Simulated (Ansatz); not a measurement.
# CH3BS: the cost of one run

Computed with Ansatz 0.2.0, Gaussian basis. Level: PBE0-D4/def2-TZVP structures, single points in def2-TZVPP, no counterpoise correction.

Levels: SPW92, PBE-D4, BLYP-D4, r2SCAN-D4, B97M-V, PBE0-D4, B3LYP-D4, r2SCAN0-D4, BHLYP-D4, CAM-B3LYP-D4, wB97X-V, wB97M-V, B2PLYP, PBE-QIDH, RPA on PBE, Hartree-Fock, MP2, CCSD, CCSD(T).

Correlated methods freeze the cores. B3LYP uses VWN-RPA correlation. B2PLYP carries no dispersion term here.

57 further runs of the same task are left out: 1 that didn't finish, 56 set aside as unsound or not needed. Runs told in other sessions of the task aren't counted.

## 1. The system as given

The complex: 9 atoms, charge 0, spin multiplicity 1.

Atoms are counted from 1 here; the program's logs count them from 0.

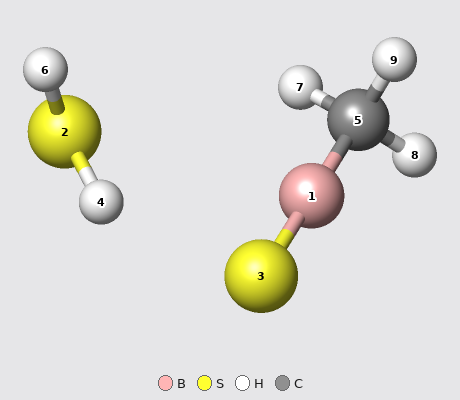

Start geometry, drawn with boron pink, sulfur yellow, hydrogen white, carbon grey; atoms are numbered from 1 in the order of the file.

Geometry (Å):

```xyz
9

B    -1.0218   -0.6602    0.4235
S     1.1743    1.0239   -2.1295
S    -2.2620   -0.7582   -0.6016
H    -0.0051    0.3790   -2.1064
C     0.1551   -0.5650    1.3825
H     0.5962    2.1966   -1.8287
H     1.0037   -0.0954    0.8763
H     0.4614   -1.5570    1.7251
H    -0.1018    0.0363    2.2587
```

Its parts: CH3BS holds atoms 1, 3, 5, 7, 8, 9; H2S holds atoms 2, 4, 6. Each part counts its atoms afresh in its own runs.

## 2. Relaxing CH3BS alone

relax-a/in.yaml reads:

```yaml
crystal:
  periodic: [false, false, false]
  atoms:
    - {symbol: B, position_ang: [-1.021833, -0.660220, 0.423508]}
    - {symbol: S, position_ang: [-2.261952, -0.758205, -0.601567]}
    - {symbol: C, position_ang: [0.155097, -0.564983, 1.382497]}
    - {symbol: H, position_ang: [1.003741, -0.095416, 0.876270]}
    - {symbol: H, position_ang: [0.461386, -1.556953, 1.725148]}
    - {symbol: H, position_ang: [-0.101771, 0.036301, 2.258692]}
basis:
  gaussian: {orbitals: def2-TZVP}
hamiltonian: {xc: pbe0, dispersion: d4}
relax: {f_tol: 0.005, max_steps: 200}
```

Command:

```sh
$ ansatz run in.yaml --threads 4 --pin off --events-out ev --progress --plain --max-ram 9574MiB
```

**Question.** How long does this run take on 4 threads of Arm Neoverse V2, shared host?

About 3.3 s.
